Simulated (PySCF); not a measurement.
C6H12Si (SMILES C1C[SiH](C2CC2)C1)

The calculation's input:

```
{"job": {"kind": "nmr", "xc": "PBE0", "basis": "pcSseg-1"}, "charge": 0, "multiplicity": 1}
C      2.599996     0.008028     0.068236
C      1.616679    -1.174371    -0.009641
Si     0.184687     0.023668    -0.417264
C     -1.358434    -0.028697     0.650750
C     -2.574892    -0.753527     0.147411
C     -2.577922     0.734959     0.216289
C      1.610237     1.187288     0.099065
H      3.217933     0.050476    -0.827027
H      3.261861    -0.030403     0.932605
H      1.891773    -1.923532    -0.746905
H      1.518050    -1.682076     0.947644
H     -0.175653     0.088241    -1.841253
H     -1.204072    -0.077320     1.722219
H     -3.175393    -1.303304     0.856655
H     -2.524829    -1.217309    -0.825734
H     -3.180865     1.214805     0.972959
H     -2.530266     1.286083    -0.710293
H      1.881957     2.002490    -0.565899
H      1.509352     1.603751     1.099259
```

Run with:

```sh
OMP_NUM_THREADS=1 python probes_run.py task.json out
```

Geometry: GFN2-xTB.

Theory: PBE0/pcSseg-1, SCF density, gas phase, non-relativistic in PySCF 2.14.0.

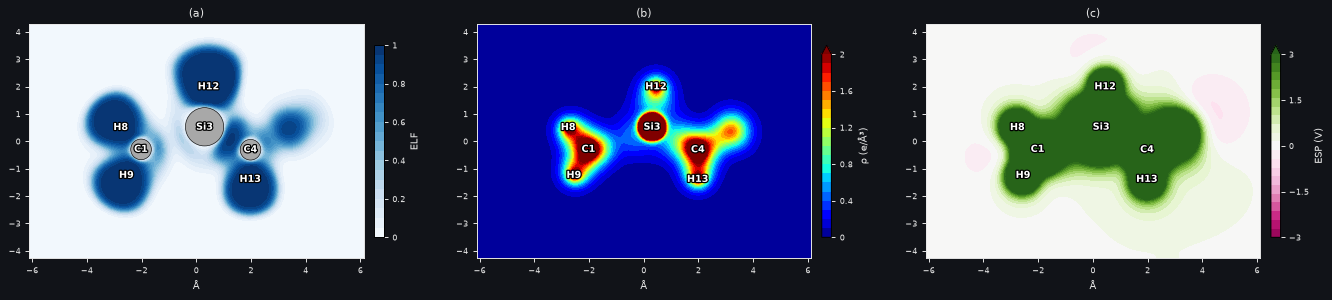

Figure 1. (a) electron localisation function; (b) electron density; (c) molecular electrostatic potential on the plane of atoms Si3, C4 and H13. Grey discs cover the atomic cores in the ELF map.

### What do the fields say about this system?

- The plane passes through C, Si and H nuclei.
- C–Si (1.88 Å): the density is about 0.94 e/Å³ at the midpoint; the ELF peaks at about 0.95 between the atoms: localised, covalent bonding.
- C–H (1.09 Å): ρ is about 2 e/Å³ halfway; the ELF climbs to about 1 towards the hydrogen, as it does in any bond to H; a covalent bond by its length.
- Si–H (1.47 Å): ρ is about 0.79 e/Å³ halfway; the ELF climbs to about 1 towards the hydrogen.
- Outside the dense part of the molecule the potential is most negative (−0.5 V) near C5, which lies off the plane.

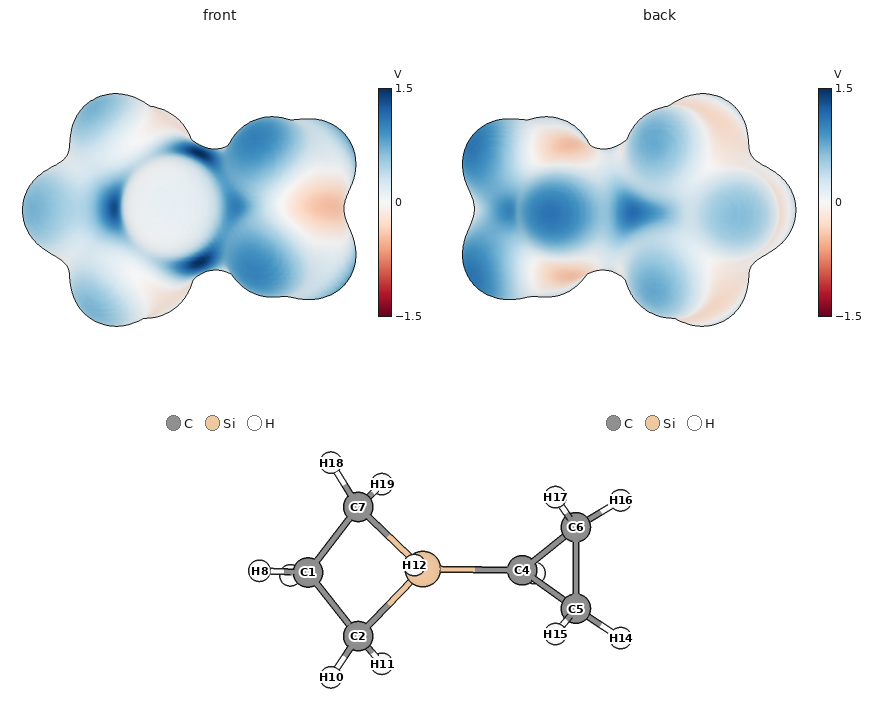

Figure 2. The electrostatic potential painted on the density surface at 0.004 e/bohr³, seen from the front and from behind; the colour scale runs from red (negative) to blue (positive). The bare structure is drawn below in the same view.

### Describe the electrostatic potential map.

The most negative region (about −0.4 V) lies over C4, C5 and C6, the most positive (about +1.4 V) over Si3.

### How polar is the molecule by this calculation?

Its dipole moment is 0.76 D.
